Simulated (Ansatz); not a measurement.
Consider GeH₄O···H₂.

| atom | x (Å) | y (Å) | z (Å) |
| --- | --- | --- | --- |
| Ge | -0.3212 | 0.4855 | -0.2383 |
| O | 0.1527 | -0.0580 | 1.4084 |
| H | -0.6043 | -0.3145 | 1.9516 |
| H | 1.0074 | 0.8744 | -0.9011 |
| H | -1.2720 | 1.7009 | -0.1380 |
| H | -1.0196 | -0.6626 | -1.0025 |
| H | 1.5676 | -2.7985 | 2.1259 |
| H | 1.2959 | -2.1119 | 1.9323 |

Method: RKS B3LYP-D4/def2-SVP (Ansatz 0.2.0).

### What will maps of the electron density and electron localisation function show?

Ge–O (1.80 Å): ρ at the midpoint is about 0.91 e/Å³; the ELF peaks at about 0.85 in the valence shell of O, 0.6 Å from its nucleus, and is about 0.35 at the midpoint.
O–H (0.97 Å): ρ at the midpoint is about 3.6 e/Å³; the ELF climbs to about 1 towards the hydrogen, as it does in any bond to H; an ordinary covalent bond to hydrogen.
Ge–H (1.53 Å): ρ at the midpoint is about 1.1 e/Å³; the ELF climbs to about 1 towards the hydrogen.

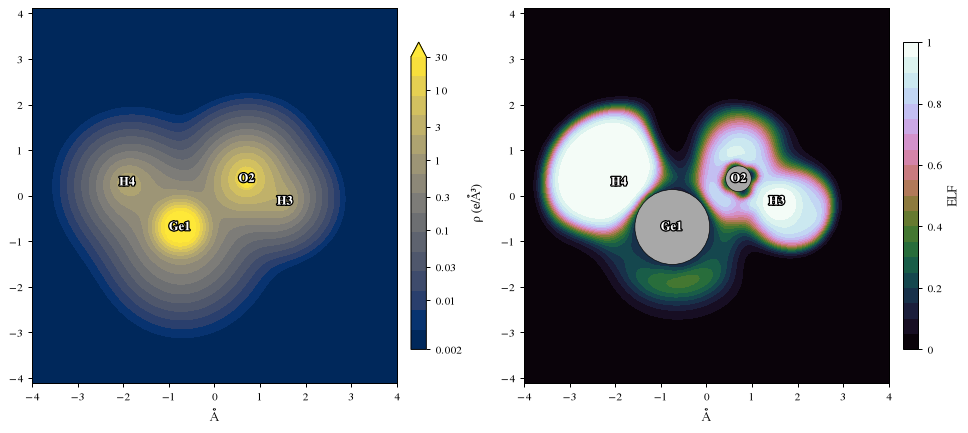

Computed electron density and electron localisation function on the plane of atoms O2, Ge1 and H4, in this order. Grey discs cover the atomic cores in the ELF map. 
